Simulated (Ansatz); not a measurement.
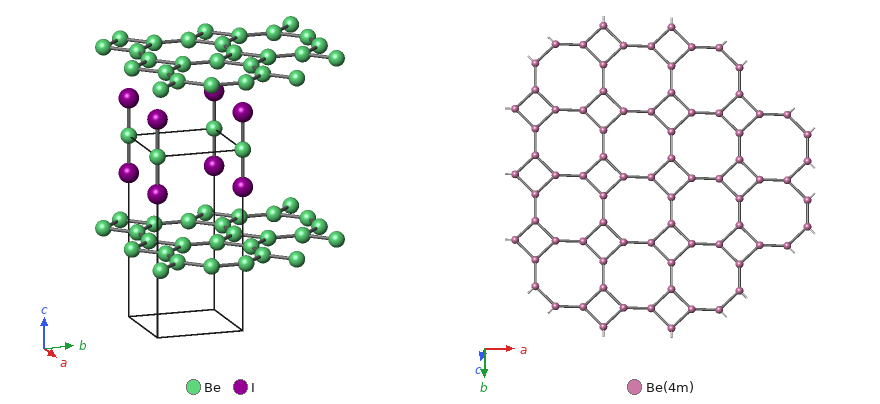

Left: the structure. Right: its underlying net. Nodes are coloured by topological kind. One layer is drawn. Short stubs are edges that leave the cut-out.

Be₅I₂ (space group P4/mmm, No. 123). Coordinates: the input geometry of an electronic-structure calculation (not necessarily at equilibrium); the starting structure was generated, so it need not be a known form of this composition.

Bonds are taken as Be–Be below 2.4 Å and Be–I below 2.5 Å; no other contact counts. The graph is simplified in the usual way: terminal and isolated atoms are pruned, two-connected atoms become edges.

The result is a uninodal 3-connected, two-periodic (layers) net: Be(4m) is a 3-connected node. Be(1a) and I drop out. It is the fes net, known from the 4.8.8 tiling. The layers lie parallel to (001).

```json
{"node": "Be(4m)", "links": "3", "point symbol": "4.8^2", "coordination sequence": "3 5 8 11 13"}
```
